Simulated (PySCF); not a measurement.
# C4H10BO3−: runs on many settings

Which settings matter for C4H10BO3− (`CCO[BH-]1OCCO1`)?

Computed with PySCF 2.14.0, with density-fitted response routines of our own, on a single molecule, in the gas phase or a continuum. Atoms are numbered from 0 throughout.

## 1. The molecule as given

18 atoms, charge -1, multiplicity 1; geometry from: GFN2-xTB.

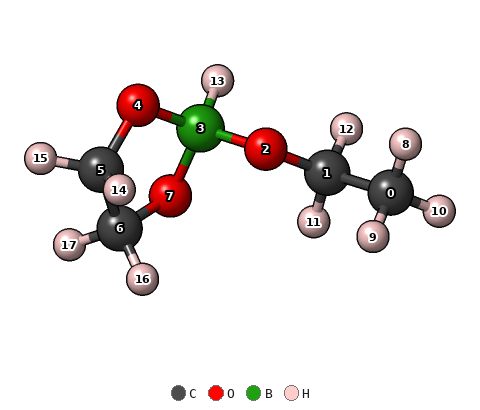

As it starts; carbon dark grey, oxygen red, boron green, hydrogen pink, atoms numbered; sticks join atoms by distance.

## 2. NMR shieldings: mPW1PW91/6-31G*

The job: settings as JSON, then the geometry in Å.

```
{"job": {"kind": "nmr", "xc": "mPW1PW91", "basis": "6-31G*", "pop": false}, "charge": -1, "multiplicity": 1}
C      2.898157    -0.305531     0.147632
C      1.657051     0.382842    -0.427975
O      0.631352     0.375090     0.490599
B     -0.633832     1.036191     0.005808
O     -1.659866     0.940096     1.069674
C     -2.276587    -0.288151     0.913726
C     -2.050694    -0.712106    -0.564089
O     -1.238766     0.248802    -1.133213
H      3.219191     0.211538     1.049022
H      2.660732    -1.334009     0.410209
H      3.710034    -0.299856    -0.580146
H      1.356196    -0.131425    -1.361244
H      1.920122     1.423277    -0.715864
H     -0.421905     2.178119    -0.335378
H     -1.839838    -1.043667     1.593078
H     -3.350999    -0.194427     1.150787
H     -1.582661    -1.715210    -0.606300
H     -3.006447    -0.765253    -1.117980
```

Method: GIAO mPW1PW91/6-31G* NMR shielding, non-relativistic, gas phase.

Run with:

```bash
$ OMP_NUM_THREADS=1 python probes_run.py task.json out
```

The driver reads the jobs from task.json and runs them one after another.

What it wrote:

```text
coarse grid: 14888 points
cycle   1  E = -408.7903391217  dE =  1.035e+00  |g| = 1.087e+00  |ddm| = 3.770e+00
cycle   2  E = -408.5099493523  dE =  2.804e-01  |g| = 1.634e+00  |ddm| = 3.539e+00
cycle   3  E = -409.0386426790  dE = -5.287e-01  |g| = 1.101e-01  |ddm| = 2.346e+00
cycle   4  E = -409.0406176117  dE = -1.975e-03  |g| = 5.957e-02  |ddm| = 1.373e-01
cycle   5  E = -409.0414602014  dE = -8.426e-04  |g| = 9.862e-03  |ddm| = 5.820e-02
cycle   6  E = -409.0414748926  dE = -1.469e-05  |g| = 4.595e-03  |ddm| = 1.129e-02
cycle   7  E = -409.0414788898  dE = -3.997e-06  |g| = 4.842e-04  |ddm| = 4.500e-03
final grid: 143384 points
cycle   8  E = -408.9720926958  dE = -3.480e-05  |g| = 8.146e-03  |ddm| = 2.539e-02
cycle   9  E = -408.9720846251  dE =  8.071e-06  |g| = 1.046e-02  |ddm| = 1.481e-02
cycle  10  E = -408.9721078741  dE = -2.325e-05  |g| = 9.627e-04  |ddm| = 8.154e-03
cycle  11  E = -408.9721080756  dE = -2.014e-07  |g| = 1.626e-04  |ddm| = 1.303e-03
cycle  12  E = -408.9721080806  dE = -5.071e-09  |g| = 4.689e-05  |ddm| = 1.797e-04
cycle  13  E = -408.9721080811  dE = -4.711e-10  |g| = 1.647e-05  |ddm| = 6.267e-05
converged SCF energy = -408.9721080811

GIAO shielding tensors (ppm)
atom      isotropic    diamagn.    paramagn.     s11        s22        s33       span
  0 C      174.116     249.735     -75.619    159.662    170.621    192.064     32.401
  1 C      137.035     238.852    -101.817    117.082    121.308    172.715     55.634
  2 O      277.374     393.366    -115.992    234.729    277.256    320.137     85.409
  3 B      106.626     187.762     -81.136     97.494    105.790    116.595     19.101
  4 O      290.764     393.048    -102.284    228.835    290.777    352.681    123.846
  5 C      129.612     243.637    -114.025     98.899    120.104    169.832     70.932
  6 C      130.286     242.304    -112.017    101.440    120.058    169.361     67.921
  7 O      293.999     393.386     -99.387    251.800    280.402    349.796     97.996
  8 H       31.468      30.474       0.994     28.281     29.729     36.394      8.113
  9 H       31.452      30.977       0.476     28.053     30.391     35.913      7.860
 10 H       31.978      30.324       1.654     28.569     29.602     37.764      9.195
 11 H       28.575      30.036      -1.460     22.932     30.058     32.736      9.804
 12 H       28.758      29.698      -0.940     24.351     28.611     33.310      8.959
 13 H       29.071      31.105      -2.034     26.458     28.384     32.372      5.914
 14 H       28.352      30.364      -2.012     25.224     26.187     33.646      8.422
 15 H       28.806      29.506      -0.700     24.821     27.097     34.499      9.679
 16 H       28.511      30.369      -1.858     25.014     26.838     33.680      8.667
 17 H       28.797      29.529      -0.732     24.482     27.003     34.906     10.425
```

Run time: 34 s. Hardware: 1 thread of Arm Neoverse N1, shared host; peak memory 0.69 GiB.

The references, computed at this level on geometries of the same kind, shield at (ppm): 1H TMS 32.45, 13C TMS 196.0, 17O H2O 325.1. Their shielding less the atom's gives the shift. The references are single molecules in the gas phase, so shifts against H2O, NH3, PH3, H3PO4 or CFCl3 are not on the usual liquid scales and can be off by tens of ppm. Atoms listed in one row are averaged.

```csv
atoms,environment,σ (ppm),δ (ppm)
"C5, C6",sp3 CH2 bonded to O,129.9,66.0
C1,sp3 CH2 bonded to O,137.0,58.9
C0,methyl carbon,174.1,21.8
"H14, H16",hydrogen on an sp3 CH2 bonded to O,28.43,4.02
"H11, H12",hydrogen on an sp3 CH2 bonded to O,28.67,3.78
"H15, H17",hydrogen on an sp3 CH2 bonded to O,28.80,3.65
H13,"hydrogen on a boron bonded to 3 O, in a 5-membered ring",29.07,3.38
"H8, H9, H10",hydrogen on a methyl carbon,31.63,0.82
O2,"oxygen bonded to C, B",277.4,47.7
"O4, O7","oxygen bonded to C, B, in a 5-membered ring",292.4,32.7
B3,"boron bonded to 3 O, H, in a 5-membered ring",106.6,–
```

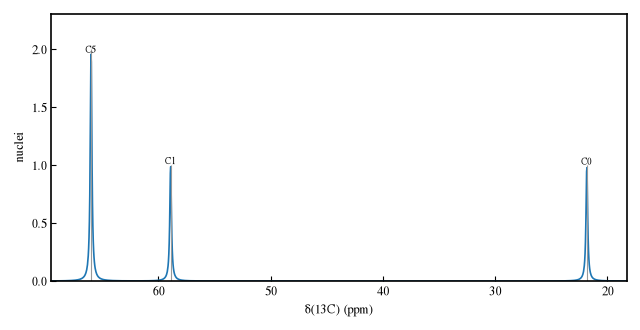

13C lines at the computed shifts, without couplings. Lines are broadened to a width of 0.18 ppm (Lorentzian).

Ring of atoms B3, O4, C5, C6, O7: NICS(0) -6.7, NICS(1) -2.5, NICS(1)zz -6.5 ppm (means of both faces). The ring holds saturated atoms, so no π current runs round it: these values come from its σ bonds, any local π bonds and neighbouring rings, and say nothing of aromaticity.

Orbitals, density, ELF and potential are computed afterwards from the orbital file.

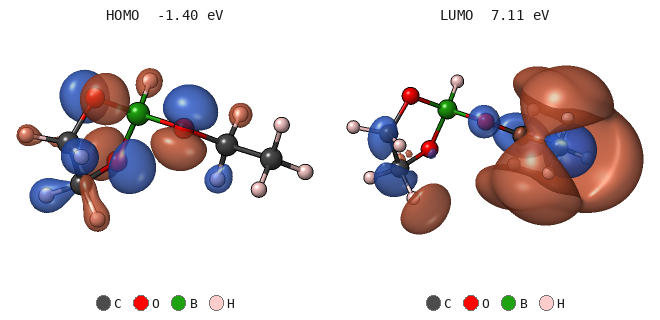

mPW1PW91/6-31G* orbitals near the gap, drawn at the value that encloses 70 % of each; the two colours are the two signs.

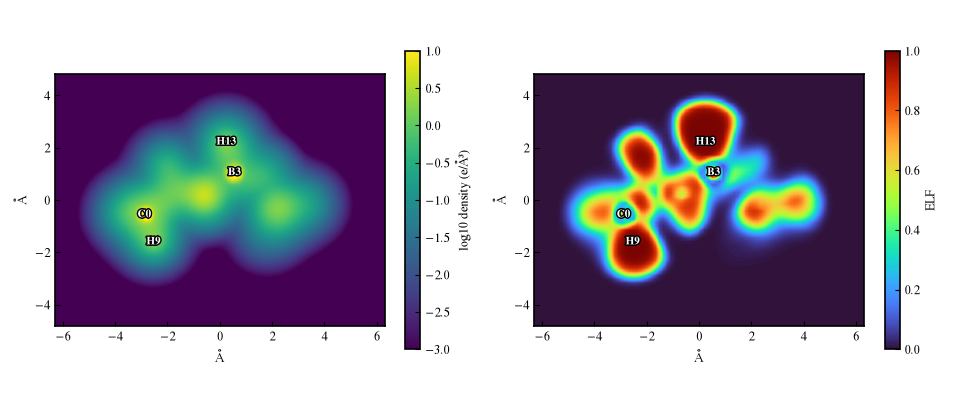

Density (left) and ELF (right) in a plane through or near 4 of the atoms.

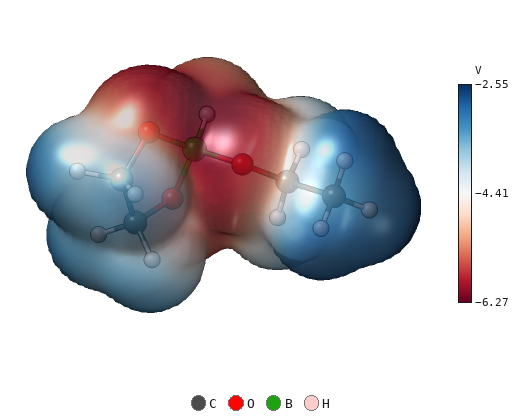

Electrostatic potential on the surface of density 0.002 e/bohr³; red is low, blue high. It runs from -6.27 V near O2 to -2.55 V near H10.

## 3. J couplings: mPW1PW91/6-31++G**

The job, as its differences from that of step 2:

```diff
@@ -1,2 +1,2 @@
-{"job": {"kind": "nmr", "xc": "mPW1PW91", "basis": "6-31G*", "pop": false}, "charge": -1, "multiplicity": 1}
+{"job": {"kind": "j", "xc": "mPW1PW91", "basis": "6-31++G**"}, "charge": -1, "multiplicity": 1}
 C      2.898157    -0.305531     0.147632
```

With the program's defaults for keys left out, this is: mPW1PW91/6-31++G** indirect spin-spin coupling, non-relativistic, gas phase.

What it wrote:

```text
coarse grid: 14888 points
cycle   1  E = -408.8341037999  dE =  1.024e+00  |g| = 1.056e+00  |ddm| = 3.887e+00
cycle   2  E = -406.8836001793  dE =  1.951e+00  |g| = 2.707e+00  |ddm| = 9.012e+01
cycle   3  E = -409.0525442716  dE = -2.169e+00  |g| = 3.272e-01  |ddm| = 8.992e+01
cycle   4  E = -409.0759086978  dE = -2.336e-02  |g| = 1.644e-01  |ddm| = 7.497e-01
cycle   5  E = -409.0811036911  dE = -5.195e-03  |g| = 5.497e-02  |ddm| = 3.180e-01
cycle   6  E = -409.0816251523  dE = -5.215e-04  |g| = 1.639e-02  |ddm| = 8.747e-02
cycle   7  E = -409.0816825405  dE = -5.739e-05  |g| = 2.341e-03  |ddm| = 2.752e-02
cycle   8  E = -409.0816837489  dE = -1.208e-06  |g| = 8.741e-04  |ddm| = 6.223e-03
final grid: 143384 points
cycle   9  E = -409.0124368337  dE = -4.522e-05  |g| = 7.901e-03  |ddm| = 1.081e-01
cycle  10  E = -409.0124269341  dE =  9.900e-06  |g| = 1.070e-02  |ddm| = 1.777e-02
cycle  11  E = -409.0124505212  dE = -2.359e-05  |g| = 9.888e-04  |ddm| = 1.222e-02
cycle  12  E = -409.0124507371  dE = -2.158e-07  |g| = 2.203e-04  |ddm| = 2.252e-03
cycle  13  E = -409.0124507477  dE = -1.061e-08  |g| = 6.176e-05  |ddm| = 5.867e-04
cycle  14  E = -409.0124507483  dE = -6.587e-10  |g| = 3.118e-05  |ddm| = 1.775e-04
converged SCF energy = -409.0124507483

Indirect spin-spin couplings (Hz)
  i      j    bonds     total        FC       PSO       DSO        SD
  0 C    1 C    1     52.408    52.478    -0.276     0.207         -
  0 C    2 O    2     -7.547    -7.807     0.269    -0.008         -
  0 C    3 B    3      5.852     5.835     0.064    -0.075     0.029
  0 C    8 H    1    140.634   138.981     0.985     0.669         -
  0 C    9 H    1    140.757   139.103     0.981     0.673         -
  0 C   10 H    1    131.403   129.532     1.223     0.648         -
  0 C   11 H    2     -0.855    -0.783     0.066    -0.137         -
  0 C   12 H    2     -1.120    -1.042     0.074    -0.152         -
  0 C   13 H    4     -0.396    -0.348     0.160    -0.207         -
  1 C    2 O    1      8.692     7.869     0.967    -0.145         -
  1 C    3 B    2      0.358     0.405    -0.077     0.040    -0.010
  1 C    4 O    3     -1.735    -1.799     0.026     0.038         -
  1 C    7 O    3     -0.603    -0.587     0.005    -0.021         -
  1 C    8 H    2     -5.697    -5.704     0.093    -0.086         -
  1 C    9 H    2     -5.652    -5.670     0.099    -0.081         -
  1 C   10 H    2     -1.058    -1.079     0.119    -0.098         -
  1 C   11 H    1    151.351   150.091     0.160     1.099         -
  1 C   12 H    1    148.386   147.086     0.225     1.075         -
  1 C   13 H    3      2.499     2.448    -0.059     0.110         -
  2 O    3 B    1     -7.735    -8.769     1.479    -0.211    -0.235
  2 O    5 C    3      0.038     0.039     0.011    -0.012         -
  2 O    6 C    3     -0.114    -0.098    -0.011    -0.005         -
  2 O    8 H    3     -0.812    -0.746    -0.023    -0.043         -
  2 O    9 H    3     -0.889    -0.795    -0.047    -0.046         -
  2 O   10 H    3     -6.494    -6.760     0.030     0.236         -
  2 O   11 H    2     -2.823    -2.276    -0.614     0.067         -
  2 O   12 H    2     -2.866    -2.257    -0.689     0.080         -
  2 O   13 H    2     -5.864    -6.054     0.239    -0.049         -
  2 O   15 H    4      0.300     0.252    -0.136     0.184         -
  2 O   17 H    4      0.167     0.118    -0.148     0.197         -
  3 B    4 O    1     -6.773    -8.045     1.727    -0.205    -0.250
  3 B    5 C    2     -4.092    -3.972    -0.139     0.046    -0.028
  3 B    6 C    2     -2.659    -2.540    -0.135     0.046    -0.030
  3 B    7 O    1     -1.943    -3.025     1.573    -0.207    -0.284
  3 B    8 H    4     -0.336    -0.283     0.156    -0.230     0.022
  3 B    9 H    4     -0.363    -0.315     0.182    -0.252     0.022
  3 B   10 H    4      0.306     0.388     0.227    -0.320     0.011
  3 B   11 H    3      0.678     0.650    -0.208     0.233     0.003
  3 B   12 H    3      1.262     1.240    -0.243     0.272    -0.007
  3 B   13 H    1    139.113   138.532    -1.237     1.712     0.105
  3 B   14 H    3      0.044     0.218     0.042    -0.183    -0.032
  3 B   15 H    3      3.583     3.803     0.371    -0.583    -0.009
  3 B   16 H    3      0.414     0.593     0.100    -0.253    -0.028
  3 B   17 H    3      2.805     3.014     0.332    -0.528    -0.013
  4 O    5 C    1     10.880    10.392     0.634    -0.146         -
  4 O    6 C    2     -1.670    -1.786     0.127    -0.011         -
  4 O   11 H    4      0.179     0.091    -0.049     0.137         -
  4 O   12 H    4      0.150     0.105    -0.058     0.103         -
  4 O   13 H    2    -11.650   -11.771     0.177    -0.057         -
  4 O   14 H    2     -4.741    -4.187    -0.632     0.078         -
  4 O   15 H    2     -7.380    -6.845    -0.605     0.070         -
  4 O   16 H    3      0.178     0.124    -0.156     0.209         -
  4 O   17 H    3     -0.085    -0.143    -0.119     0.177         -
  5 C    6 C    1     50.762    50.552    -0.067     0.278         -
  5 C    7 O    2     -1.637    -1.761     0.135    -0.011         -
  5 C   13 H    3      4.862     5.022     0.257    -0.416         -
  5 C   14 H    1    153.192   151.940     0.149     1.103         -
  5 C   15 H    1    149.846   148.527     0.244     1.075         -
  5 C   16 H    2     -0.033     0.002    -0.056     0.020         -
  5 C   17 H    2     -1.012    -0.972    -0.023    -0.017         -
  6 C    7 O    1     11.013    10.437     0.723    -0.147         -
  6 C   13 H    3      4.772     4.928     0.249    -0.405         -
  6 C   14 H    2     -0.550    -0.501    -0.075     0.025         -
  6 C   15 H    2     -0.826    -0.792    -0.012    -0.022         -
  6 C   16 H    1    151.550   150.254     0.191     1.104         -
  6 C   17 H    1    149.871   148.539     0.250     1.082         -
  7 O   13 H    2    -13.576   -13.701     0.203    -0.078         -
  7 O   14 H    3      0.223     0.201    -0.160     0.181         -
  7 O   15 H    3     -0.269    -0.364    -0.107     0.202         -
  7 O   16 H    2     -5.126    -4.539    -0.663     0.076         -
  7 O   17 H    2     -7.437    -6.888    -0.616     0.068         -
  8 H    9 H    2    -15.282   -14.778     2.015    -2.518         -
  8 H   10 H    2    -14.551   -13.970     2.134    -2.715         -
  8 H   11 H    3     11.344    12.272     1.782    -2.710         -
  8 H   12 H    3      4.469     4.580     0.264    -0.375         -
  8 H   15 H    7     -0.244    -0.005     0.548    -0.786         -
  8 H   17 H    7     -0.273     0.014     0.667    -0.953         -
  9 H   10 H    2    -14.736   -14.166     2.118    -2.688         -
  9 H   11 H    3      4.302     4.391     0.216    -0.306         -
  9 H   12 H    3     11.234    12.174     1.800    -2.739         -
  9 H   15 H    7     -0.211    -0.007     0.454    -0.658         -
  9 H   16 H    7      0.164    -0.005    -0.451     0.619         -
  9 H   17 H    7     -0.197    -0.000     0.438    -0.634         -
 10 H   11 H    3      1.656     1.712     0.197    -0.253         -
 10 H   12 H    3      1.570     1.649     0.237    -0.316         -
 10 H   14 H    7     -0.180     0.004     0.407    -0.591         -
 10 H   15 H    7     -0.286    -0.013     0.634    -0.908         -
 10 H   17 H    7     -0.243    -0.000     0.565    -0.808         -
 11 H   12 H    2    -11.953   -11.701     1.226    -1.478         -
 11 H   13 H    4      0.259     0.307     0.104    -0.151         -
 11 H   15 H    6     -0.341     0.008     0.780    -1.130         -
 11 H   16 H    6      0.244    -0.002    -0.663     0.909         -
 11 H   17 H    6     -0.242    -0.025     0.470    -0.687         -
 12 H   13 H    4     -0.197    -0.731    -1.178     1.712         -
 12 H   14 H    6     -0.310     0.012     0.735    -1.057         -
 12 H   15 H    6     -0.258     0.113     0.843    -1.215         -
 12 H   16 H    6     -0.298    -0.009     0.644    -0.934         -
 12 H   17 H    6     -0.351    -0.006     0.801    -1.146         -
 13 H   14 H    4     -1.107    -0.501     1.194    -1.800         -
 13 H   15 H    4     -0.951    -0.467     1.027    -1.510         -
 13 H   16 H    4     -1.184    -0.583     1.216    -1.817         -
 13 H   17 H    4     -0.890    -0.441     0.948    -1.397         -
 14 H   15 H    2     -8.178    -7.807     1.459    -1.830         -
 14 H   16 H    3      8.603     8.256    -0.575     0.922         -
 14 H   17 H    3      4.945     5.602     1.237    -1.895         -
 15 H   16 H    3      3.323     3.906     1.112    -1.694         -
 15 H   17 H    3      7.960     7.716    -0.371     0.615         -
 16 H   17 H    2     -8.116    -7.769     1.423    -1.770         -
```

It took 75 s on 1 thread of Arm Neoverse N1, shared host; peak memory 0.94 GiB.

The basis is not made for couplings: without tight functions at the nuclei these values are rough.

A choice of the couplings up to four bonds, sorted by the number of bonds, with means over like pairs; isotopes 11B, 13C, 1H, 17O:

```csv
pair,bonds,J (Hz),Fermi contact (Hz),dihedral (°)
C5–H14,1,152.4,151.1,–
C1–H11,1,149.9,148.6,–
C5–H15,1,149.9,148.5,–
B3–H13,1,139.1,138.5,–
C0–H8,1,137.6,135.9,–
C0–C1,1,52.4,52.5,–
C5–C6,1,50.8,50.6,–
O4–C5,1,10.9,10.4,–
C1–O2,1,8.7,7.9,–
H8–H9,2,-14.9,-14.3,–
O4–H13,2,-12.6,-12.7,–
H11–H12,2,-12.0,-11.7,–
H14–H15,2,-8.1,-7.8,–
C0–O2,2,-7.5,-7.8,–
O4–H15,2,-7.4,-6.9,–
O2–H13,2,-5.9,-6.1,–
O4–H14,2,-4.9,-4.4,–
C1–H8,2,-4.1,-4.2,–
H14–H16,3,8.6,8.3,5
H15–H17,3,8.0,7.7,4
C0–B3,3,5.9,5.8,180
H8–H11,3,5.8,6.1,–
C5–H13,3,4.8,5.0,151
H14–H17,3,4.1,4.8,124
B3–H15,3,3.2,3.4,-144
O2–H8,3,-2.7,-2.8,–
C1–H13,3,2.5,2.4,-57
H13–H14,4,-1.1,-0.5,–
```

Means hide unlike values in this fixed geometry: C1–H8 from -5.7 to -1.1 Hz; H8–H11 from 1.6 to 11.3 Hz; O2–H8 from -6.5 to -0.8 Hz. They hold only if the pairs exchange fast.

The spin-dipole term was solved for some atoms only; pairs without it lack that part.

The response was solved for the nuclei of B, C, H alone, so couplings that need other nuclei can be missing.

Quadrupole couplings from the field gradients of the same density:

```csv
atom,isotope,eQq/h (MHz),η
O7,17O,-9.692,0.67
O4,17O,-9.648,0.71
O2,17O,-9.399,0.67
B3,11B,-1.174,0.41
```

Joined with the shifts from before (mPW1PW91/6-31G*, unscaled), the couplings predict the line list below for 400 MHz. Couplings to quadrupolar nuclei are left out.

1H NMR δ 4.02 (m, 2H), 3.78 (q, J = 5.8 Hz, 2H), 3.65 (m, 2H), 3.38 (br, 1H), 0.82 (t, J = 5.8 Hz, 3H). The letters are first-order; like nuclei with unlike couplings give more lines.

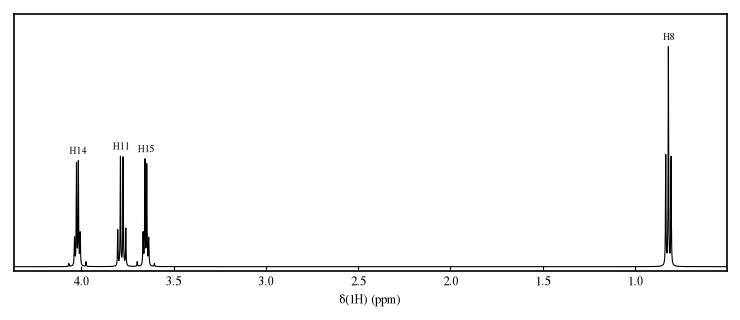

Simulated proton spectrum at 400 MHz, by exact diagonalisation of each spin system; lines 1.2 Hz wide, exchangeable protons uncoupled, protons on B, Al or Ga left out.

## 4. NMR shieldings: wB97X-D/pcSseg-1

The job, as its differences from that of step 3:

```diff
@@ -1,2 +1,2 @@
-{"job": {"kind": "j", "xc": "mPW1PW91", "basis": "6-31++G**"}, "charge": -1, "multiplicity": 1}
+{"job": {"kind": "nmr", "xc": "wB97X-D", "basis": "pcSseg-1", "pop": true, "scf": {"aux": "def2-qzvpp-jkfit"}}, "charge": -1, "multiplicity": 1}
 C      2.898157    -0.305531     0.147632
```

Level: GIAO wB97X-D/pcSseg-1 NMR shielding, non-relativistic, gas phase.

What it wrote:

```text
final grid: 143384 points
cycle   1  E = -408.6593272485  dE =  1.264e+00  |g| = 1.149e+00  |ddm| = 3.512e+00
cycle   2  E = -408.5912711107  dE =  6.806e-02  |g| = 1.378e+00  |ddm| = 2.373e+00
cycle   3  E = -408.9158155702  dE = -3.245e-01  |g| = 5.510e-02  |ddm| = 1.277e+00
cycle   4  E = -408.9164681066  dE = -6.525e-04  |g| = 2.958e-02  |ddm| = 7.568e-02
cycle   5  E = -408.9166621513  dE = -1.940e-04  |g| = 9.240e-03  |ddm| = 3.121e-02
cycle   6  E = -408.9166777395  dE = -1.559e-05  |g| = 3.172e-03  |ddm| = 1.095e-02
cycle   7  E = -408.9166796699  dE = -1.930e-06  |g| = 7.039e-04  |ddm| = 3.444e-03
cycle   8  E = -408.9166798218  dE = -1.519e-07  |g| = 9.610e-05  |ddm| = 1.763e-03
cycle   9  E = -408.9166798266  dE = -4.786e-09  |g| = 4.169e-05  |ddm| = 3.891e-04
cycle  10  E = -408.9166798271  dE = -5.109e-10  |g| = 1.645e-05  |ddm| = 9.577e-05
converged SCF energy = -408.9166798271

GIAO shielding tensors (ppm)
atom      isotropic    diamagn.    paramagn.     s11        s22        s33       span
  0 C      164.159     246.887     -82.727    147.853    159.364    185.261     37.408
  1 C      125.461     240.916    -115.456    103.978    109.030    163.374     59.396
  2 O      262.689     402.269    -139.580    210.897    260.120    317.050    106.154
  3 B       96.346     186.914     -90.568     85.993     95.708    107.337     21.344
  4 O      286.451     397.022    -110.571    216.015    287.976    355.362    139.347
  5 C      118.047     244.909    -126.862     85.152    107.015    161.974     76.823
  6 C      118.862     242.547    -123.686     88.047    107.243    161.296     73.249
  7 O      291.722     399.153    -107.431    243.143    277.490    354.533    111.390
  8 H       30.786      29.704       1.083     27.475     28.920     35.963      8.488
  9 H       30.749      30.959      -0.210     27.268     29.548     35.429      8.161
 10 H       31.315      28.689       2.626     27.720     28.663     37.561      9.841
 11 H       28.124      31.621      -3.497     22.491     29.443     32.437      9.946
 12 H       28.343      30.420      -2.077     24.183     27.817     33.029      8.846
 13 H       28.699      32.164      -3.465     26.119     27.795     32.184      6.065
 14 H       27.725      31.289      -3.564     24.427     25.474     33.273      8.845
 15 H       28.061      28.917      -0.857     23.887     26.139     34.156     10.269
 16 H       27.886      31.198      -3.312     24.205     26.076     33.376      9.171
 17 H       28.042      28.979      -0.937     23.508     26.055     34.563     11.056
```

Wall time 52 s (1 thread of Arm Neoverse N1, shared host); peak memory 0.84 GiB.

Key values: δ C5 68.6, C1 61.6, C0 22.9, O2 72.0, H14 4.03, H15 3.78 ppm (means over like atoms).

[end of part 1 of 2]
